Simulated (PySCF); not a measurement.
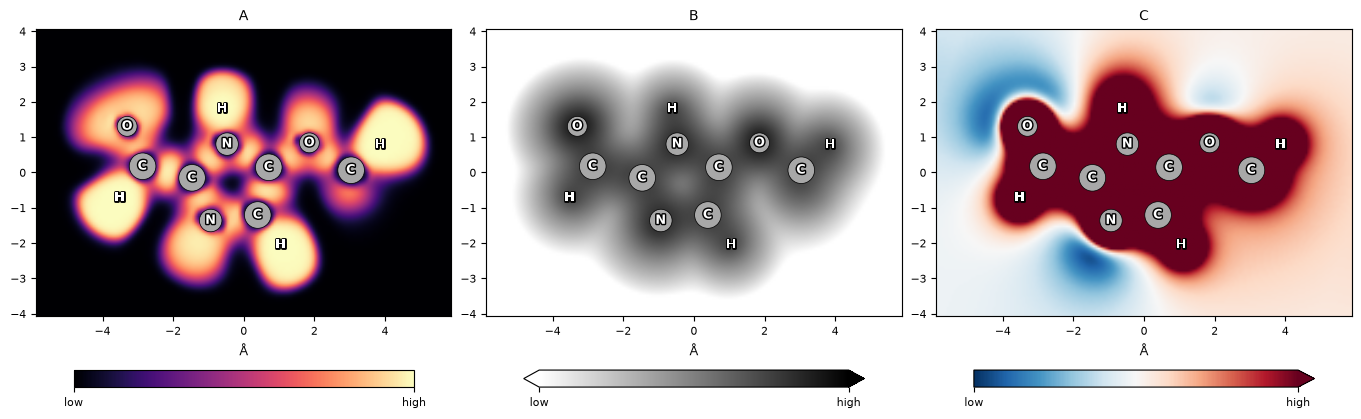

C$_{5}$H$_{6}$N$_{2}$O$_{2}$ (SMILES COc1cnc(C=O)[nH]1): 3 fields on the plane of atoms N5, C4 and H13, with unlabelled colour scales. Grey discs cover the atomic cores.

Geometry: GFN2-xTB.

Method: PBE0/pcSseg-1, SCF density, gas phase, non-relativistic in PySCF 2.14.0.

Match the panels to the quantities (electron density, electron localisation function and electrostatic potential).

Panel A: electron localisation function. Panel B: electron density. Panel C: electrostatic potential (strongly positive close to the atoms, with negative regions outside electron-rich atoms). From the grid: C–O (1.21 Å): ρ at the midpoint is about 3.3 e/Å³; the ELF peaks at about 0.85 between the atoms; a multiple bond. C–N (1.32 Å): the density is about 2.6 e/Å³ at the midpoint; the ELF peaks at about 0.90 between the atoms (a covalent bond).
